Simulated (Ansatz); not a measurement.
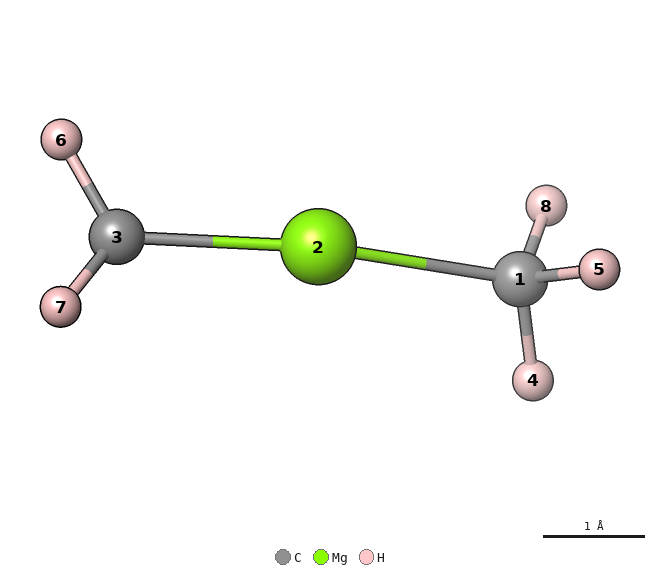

Orthographic view. Atoms fade into the background with distance from the viewer. State: charge −1, singlet. Computed geometry: PBE-D4/def2-SVPD optimisation. No frequency run is at hand to confirm it as a minimum.

List the bonded neighbours of every atom.

C1: Mg2, H4, H5, H8
Mg2: C1, C3
C3: Mg2, H6, H7
H4: C1
H5: C1
H6: C3
H7: C3
H8: C1
